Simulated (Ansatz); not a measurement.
**Geometry relaxation, with input and output: CH5ClGe**

CH5ClGe, computed with RKS PBE0-D4/def2-TZVP (Ansatz 0.2.0).

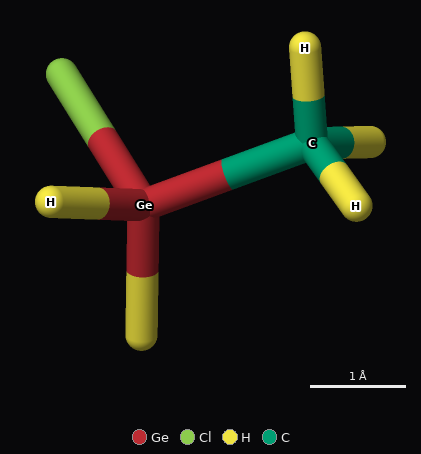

*The input geometry (stick view, seen at a tilt). Sticks mark near contacts.*

**The input**
```yaml
crystal:
  periodic: [false, false, false]
  atoms:
    - {symbol: Ge, position_ang: [-1.066624, -0.268480, -0.290510]}
    - {symbol: Cl, position_ang: [0.143167, -0.720755, -2.064470]}
    - {symbol: H, position_ang: [-2.116496, -1.386757, -0.259830]}
    - {symbol: H, position_ang: [-1.702717, 1.094405, -0.586832]}
    - {symbol: C, position_ang: [0.135982, -0.267193, 1.224314]}
    - {symbol: H, position_ang: [-0.423020, -0.041900, 2.134582]}
    - {symbol: H, position_ang: [0.604710, -1.245808, 1.326633]}
    - {symbol: H, position_ang: [0.904806, 0.490494, 1.073481]}
basis:
  gaussian: {orbitals: def2-TZVP}
hamiltonian: {xc: pbe0, dispersion: d4}
relax: {f_tol: 0.005, max_steps: 200}
```

Hardware: 8 threads of Arm Neoverse V1, 23 GiB of memory available, shared host.

Command:
```bash
ansatz run in.yaml --threads 8 --pin off --events-out ev --progress --plain --max-ram 19148MiB
```

**The program's output**
```
Functional definition: PBE0
  name "PBE0"
  cite "Adamo & Barone, J. Chem. Phys. 110, 6158 (1999) doi:10.1063/1.478522"
  cite "Perdew, Burke & Ernzerhof, Phys. Rev. Lett. 77, 3865 (1996) doi:10.1103/PhysRevLett.77.3865"
  parent pbe
  parameter a = 0.25
  parameter kappa = 0.804
  parameter beta = 0.06672455060314922
  exchange = (1 - a)*pbe_x(kappa = kappa, mu = beta*pi^2/3) + a*exact_x
  correlation = pbe_c(beta = beta)
1069 factors; their error is unknown
mean field evaluation 1: about -70143.4853 eV, gradient 5.0e1 eV
mean field evaluation 2: about -70141.1159 eV, gradient 5.7e1 eV
mean field evaluation 4: about -70148.6246 eV, gradient 1.6e0 eV
mean field evaluation 8: about -70148.6285 eV, gradient 6.6e-2 eV
mean field evaluation 16: about -70148.9303 eV, gradient 4.4e-5 eV
mean field -70148.93032167 eV, -2577.9256406687 hartree, gradient 4.4e-5 eV, S^2 0.000000; 0 other end points of the search recorded, 0 dependent functions left out
the calculation of the forces begins
reference -70148.93035090 eV, -2577.9256417428 hartree; 30, 30 occupied and 116, 116 virtual orbitals, 1069 factors
relax step   1: F+E_penalty+E_count = -70149.05333701 eV  Δ(F+E_penalty+E_count) = +0.000e0 eV  max|allowed force component| = 5.471e-1 eV/Å  Δτ_max = 0.0000 Å  (27 SCF iters, accepted)
these checks for a lower state are left out or cut short: starts, cluster_reference, orbital_swaps, neighbouring_geometries, increment
1069 factors; their error is unknown
mean field -70148.93953393 eV, -2577.9259792130 hartree, gradient 2.6e-5 eV, S^2 0.000000; 0 other end points of the search recorded, 0 dependent functions left out
the calculation of the forces begins
reference -70148.93956319 eV, -2577.9259802882 hartree; 30, 30 occupied and 116, 116 virtual orbitals, 1069 factors
relax step   2: F+E_penalty+E_count = -70149.06266389 eV  Δ(F+E_penalty+E_count) = -9.327e-3 eV  max|allowed force component| = 1.281e-1 eV/Å  Δτ_max = 0.0303 Å  (28 SCF iters, accepted)
these checks for a lower state are left out or cut short: starts, cluster_reference, orbital_swaps, neighbouring_geometries, increment
1069 factors; their error is unknown
mean field -70148.94033755 eV, -2577.9260087456 hartree, gradient 2.6e-5 eV, S^2 0.000000; 0 other end points of the search recorded, 0 dependent functions left out
the calculation of the forces begins
reference -70148.94036677 eV, -2577.9260098194 hartree; 30, 30 occupied and 116, 116 virtual orbitals, 1069 factors
relax step   3: F+E_penalty+E_count = -70149.06365034 eV  Δ(F+E_penalty+E_count) = -9.865e-4 eV  max|allowed force component| = 8.091e-2 eV/Å  Δτ_max = 0.0181 Å  (28 SCF iters, accepted)
these checks for a lower state are left out or cut short: starts, cluster_reference, orbital_swaps, neighbouring_geometries, increment
1069 factors; their error is unknown
mean field evaluation 32: about -70148.6389 eV, gradient 3.6e-1 eV
mean field -70148.94079449 eV, -2577.9260255376 hartree, gradient 2.6e-5 eV, S^2 0.000000; 0 other end points of the search recorded, 0 dependent functions left out
the calculation of the forces begins
reference -70148.94082373 eV, -2577.9260266120 hartree; 30, 30 occupied and 116, 116 virtual orbitals, 1069 factors
relax step   4: F+E_penalty+E_count = -70149.06399278 eV  Δ(F+E_penalty+E_count) = -3.424e-4 eV  max|allowed force component| = 2.874e-3 eV/Å  Δτ_max = 0.0069 Å  (29 SCF iters, accepted)
```

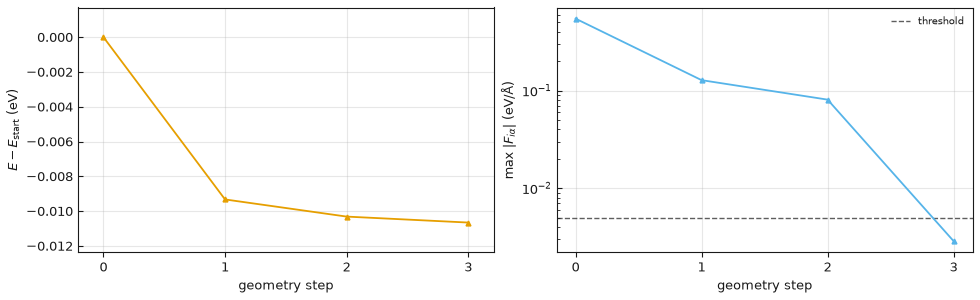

*Progress of the relaxation, step by step (the first geometry is step 0 here and step 1 in the log).*

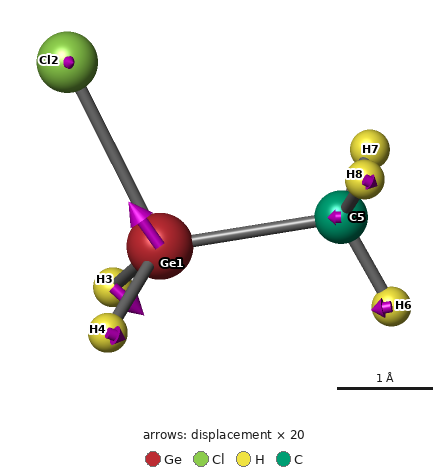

*The starting structure with the displacements as pink arrows, magnified 20 times (ball-and-stick view, seen at a tilt). The two geometries are laid on each other by the best rigid fit.*

The atom that moves furthest after the best rigid fit is Ge1 (0.029 Å). Largest moves by element: Ge 0.029 Å, H 0.022 Å, C 0.007 Å, Cl 0.005 Å. Among the contacts that change: Ge1–Cl2 2.194 → 2.165 Å, Ge1–C5 1.934 → 1.940 Å. Among the angles that change: Cl2–Ge1–H3 104.1° → 106.2°. Over 3 geometry steps the energy falls by 0.011 eV. The largest force component goes from 0.55 to 0.0029 eV/Å. (Atoms are counted from 1 in the order of the input.)

```
1069 factors; their error is unknown
mean field -70148.94079449 eV, -2577.9260255376 hartree, gradient 2.9e-5 eV, S^2 0.000000; 1 other end points of the search recorded, 0 dependent functions left out
the calculation of the forces begins
reference -70148.94082373 eV, -2577.9260266120 hartree; 30, 30 occupied and 116, 116 virtual orbitals, 1069 factors
Total energy: -70149.06402202 eV, -2577.9305540658 hartree
Atom 0 at    -1.055024    -0.276476    -0.315759 Å, force    -0.002874     0.000377    -0.001546 eV/Å
Atom 1 at     0.145525    -0.717601    -2.061978 Å, force    -0.000752    -0.000469    -0.001975 eV/Å
Atom 2 at    -2.120387    -1.380310    -0.238923 Å, force     0.000861    -0.000074     0.000859 eV/Å
Atom 3 at    -1.702393     1.091919    -0.576109 Å, force     0.000695    -0.000048     0.000279 eV/Å
Atom 4 at     0.132268    -0.267221     1.217992 Å, force     0.000694     0.000126     0.002202 eV/Å
Atom 5 at    -0.430379    -0.042822     2.126199 Å, force    -0.002495     0.000428    -0.001905 eV/Å
Atom 6 at     0.605658    -1.243201     1.324564 Å, force     0.001750    -0.001317     0.000121 eV/Å
Atom 7 at     0.904541     0.489717     1.081380 Å, force     0.002120     0.000976     0.001963 eV/Å
Dipole moment:    -0.135366     0.089187     0.486122 e Å
```

**Trajectory as extended XYZ (Å, eV, eV/Å), 4 frames, from step=1 to step=4**
```
8
Properties=species:S:1:pos:R:3:forces:R:3 step=1 energy=-70149.05334
Ge   -1.0666   -0.2685   -0.2905    0.2388  -0.1759  -0.5471
Cl    0.1432   -0.7208   -2.0645   -0.1726   0.0882   0.3000
H    -2.1165   -1.3868   -0.2598   -0.0395   0.0176   0.0863
H    -1.7027    1.0944   -0.5868   -0.0298   0.0389   0.0633
C     0.1360   -0.2672    1.2243   -0.0527   0.0155   0.0522
H    -0.4230   -0.0419    2.1346    0.0390   0.0156   0.0260
H     0.6047   -1.2458    1.3266    0.0086   0.0142  -0.0132
H     0.9048    0.4905    1.0735    0.0082  -0.0139   0.0325
8
Properties=species:S:1:pos:R:3:forces:R:3 step=2 energy=-70149.06266
Ge   -1.0544   -0.2783   -0.3158    0.0327  -0.0100  -0.0950
Cl    0.1576   -0.7176   -2.0668   -0.1034   0.0265   0.1281
H    -2.1243   -1.3775   -0.2321    0.0173  -0.0136  -0.0271
H    -1.7031    1.0898   -0.5699    0.0030   0.0110  -0.0272
C     0.1302   -0.2667    1.2171    0.0218  -0.0108   0.0103
H    -0.4295   -0.0423    2.1272   -0.0083   0.0018  -0.0153
H     0.6018   -1.2436    1.3212    0.0222  -0.0018   0.0131
H     0.9016    0.4902    1.0765    0.0147  -0.0031   0.0130
8
Properties=species:S:1:pos:R:3:forces:R:3 step=3 energy=-70149.06365
Ge   -1.0560   -0.2763   -0.3150   -0.0336   0.0119   0.0412
Cl    0.1435   -0.7159   -2.0556    0.0503  -0.0207  -0.0809
H    -2.1203   -1.3816   -0.2408   -0.0021   0.0065   0.0097
H    -1.7019    1.0923   -0.5784   -0.0046  -0.0025   0.0115
C     0.1330   -0.2676    1.2171   -0.0141   0.0051   0.0183
H    -0.4300   -0.0427    2.1250    0.0037   0.0004   0.0049
H     0.6063   -1.2435    1.3244   -0.0005  -0.0034  -0.0034
H     0.9053    0.4893    1.0806    0.0009   0.0027  -0.0014
8
Properties=species:S:1:pos:R:3:forces:R:3 step=4 energy=-70149.06399
Ge   -1.0550   -0.2765   -0.3158   -0.0029   0.0004  -0.0015
Cl    0.1455   -0.7176   -2.0620   -0.0008  -0.0005  -0.0020
H    -2.1204   -1.3803   -0.2389    0.0009  -0.0001   0.0009
H    -1.7024    1.0919   -0.5761    0.0007   0.0000   0.0003
C     0.1323   -0.2672    1.2180    0.0007   0.0001   0.0022
H    -0.4304   -0.0428    2.1262   -0.0025   0.0004  -0.0019
H     0.6057   -1.2432    1.3246    0.0018  -0.0013   0.0001
H     0.9045    0.4897    1.0814    0.0021   0.0010   0.0020
```

**Results in brief**

| quantity | value |
| --- | --- |
| outcome | converged |
| total energy | −70149.0640 eV |
| mean-field energy | −70148.9408 eV |
| dispersion energy | −0.1232 eV |
| SCF solution under orbital rotations | stable |
| largest force (length of the vector) at the end | 0.003 eV/Å |
| dipole moment | 2.46 D |
| wall time | 5 s (CPU time 34 s) |
| peak memory | 0.49 GiB |
